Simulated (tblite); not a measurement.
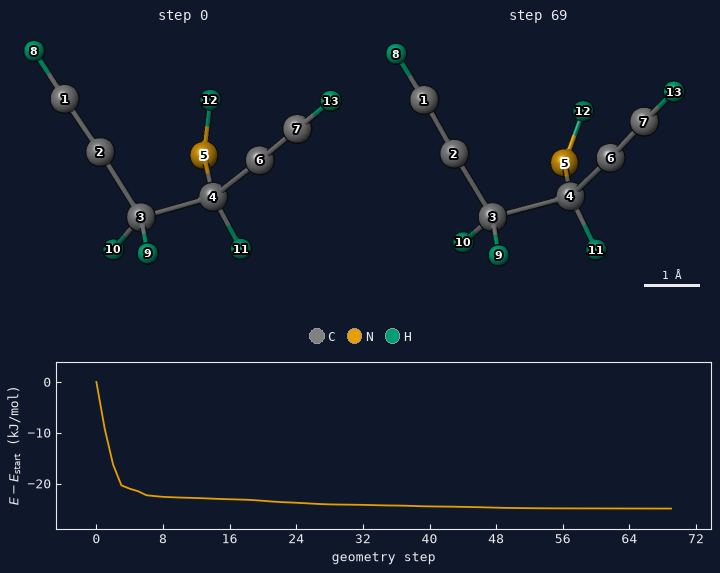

First and last geometry of a relaxation of C$_{6}$H$_{6}$N (multiplicity 2), with the history of the run. Style: ball-and-stick. Shown at a tilt.

Theory: tblite, GFN2-xTB geometry optimisation, gas phase. 

**What do the curves and the structures tell?**

It converged. The atom that moves furthest after the best rigid fit is H12 (0.45 Å). Largest moves by element: H 0.45 Å, C 0.21 Å, N 0.18 Å. Near-neighbour distances that change, for instance: C3–C4 1.497 → 1.582 Å, C4–N5 1.458 → 1.392 Å, N5–H12 1.050 → 1.016 Å, C3–H10 1.123 → 1.091 Å. Among the angles between lasting bonds that change: N5–C4–C6 112.8° → 117.0°, C4–C6–C7 178.5° → 174.6°, C3–C4–H11 106.7° → 103.2°. The energy falls by 24.9 kJ/mol in 69 geometry steps.
